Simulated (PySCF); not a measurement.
# The bond of LiHg+, level by level

Aim: find the lowest electronic state of LiHg+, scan its bond at several levels of theory, and get bond length, wavenumber and dissociation energy from each curve.

Computed with PySCF 2.14.0. Level: Li def2-TZVP, Hg def2-TZVP with ECP60, scalar-relativistic core potentials.

## (1) Set-up

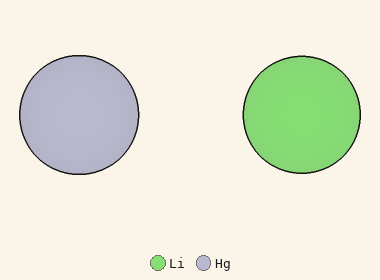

The two atoms at the starting distance (lithium green, mercury light grey).

Settings of the job:

```
atoms                         : Li, Hg
charge                        : 1
basis                         : Li def2-TZVP, Hg def2-TZVP with ECP60
Hamiltonian                   : scalar-relativistic core potentials
basis functions               : 57
electrons treated             : 22
masses in u                   : 7.0160, 201.9706
levels                        : PBE0, PBE, r²SCAN, M06-L, M06-2X, r²SCANh, HF, MP2, SCS-MP2, CCSD, CCSD(T)
grid                          : 80 radial by 434 angular points
occupations                   : held fixed by the projection of orbital angular momentum
dissociation limit            : Li+ + Hg, each in its ground configuration
starting distance in angstrom : 2.760
values of 2S to try           : 0, 2
```

The run is started by

```
OMP_NUM_THREADS=1 python dia.py task.json out
```

Further steps of the session: PBE0 along the bond; Higher solutions at PBE0; PBE; r²SCAN (meta-GGA); M06-L (meta-GGA); M06-2X (hybrid meta-GGA); r²SCANh (hybrid meta-GGA); RHF; Correlated methods on the Hartree–Fock reference.

Before running it: what results should come out? Wanted: for each run, Re; ωe; De; μ.

The runs gave:

Lowest PBE0 solution found, without spin–orbit coupling: ¹Σ⁺ (singlet), closed shell. State 2 has its PBE0 minimum 4.19 eV higher. The other levels ran on the lowest alone.

```csv
level,Re (Å),ωe (cm⁻¹),De (eV),μ (D)
RHF,2.774,241.8,0.55,-9.21
RHF-MP2,2.677,245.6,0.449,n/a
RHF-SCS-MP2,2.691,243.5,0.452,n/a
RHF-CCSD,2.710,244.1,0.490,n/a
RHF-CCSD(T),2.708,243.5,0.486,n/a
PBE,2.676,257.0,0.55,-9.30
r²SCAN,2.690,250.6,0.50,-9.40
M06-L,2.776,220.0,0.499,-9.82
r²SCANh,2.689,251.7,0.51,-9.35
PBE0,2.678,259.0,0.56,-9.20
M06-2X,2.679,243.0,0.51,-9.18
```

De is counted to Li+ + Hg in their ground configurations. A positive dipole points from Li to Hg; in an ion it is taken about the centre of mass and does not tell which atom is negative.

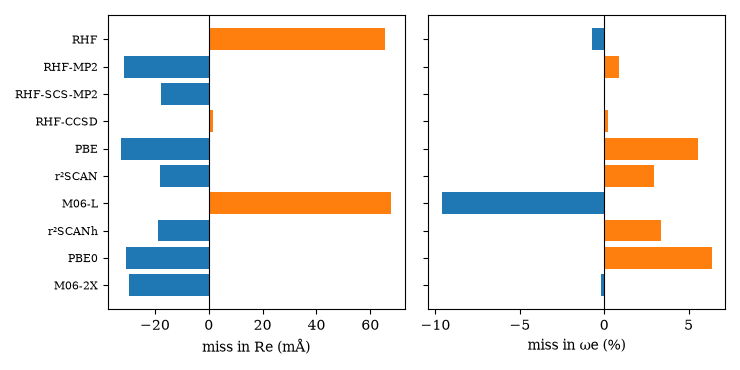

How far each level lies from CCSD(T) in the same basis.

What this shows: Judged by CCSD(T) in the same basis: best bond length RHF-CCSD (+2 mÅ), worst M06-L (+68 mÅ); best wavenumber RHF-SCS-MP2 (0.0 %), worst M06-L (-9.6 %). Among the levels with a De in the table, it runs from 0.449 eV (RHF-MP2) to 0.56 eV (PBE0).

Spin–orbit coupling is left out.
